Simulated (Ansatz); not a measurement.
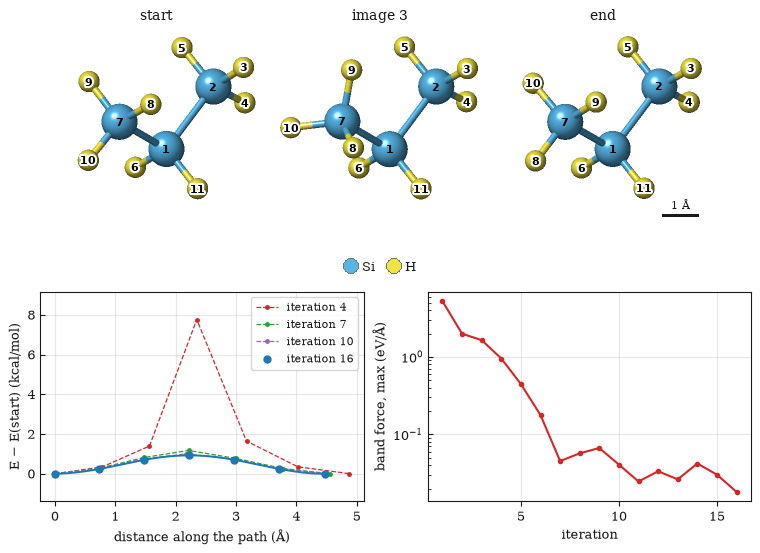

A nudged-elastic-band calculation for Si3H8. Images are numbered from 0 (start) to 6 (end). The plot follows the band through its iterations. The picture is a ball-and-stick view, seen from a free direction.

Computed with RKS PBE0-D4/def2-SVP (Ansatz). Set-up: 5 movable images; climbing image; force threshold 0.03 eV/Å; iteration limit 60; starting path through a guess of the saddle point.

How did the profile develop, and is the result final?

Answer. The result is final at these settings. The band converged in 16 iterations. The largest component of the band force went from 5.2 to 0.018 eV/Å. The climbing image converged on the top of the path. Its vibrational analysis gives one imaginary mode (94i cm⁻¹), as a transition state must have. The first iteration put the highest image at 71.59 kcal/mol. The barrier is about 0.92 kcal/mol in both directions, with image 3 at the top; the ends have the same energy.

The run took 2.1 min on 2 threads of Arm Neoverse V2 (shared host), peak memory 0.19 GiB.
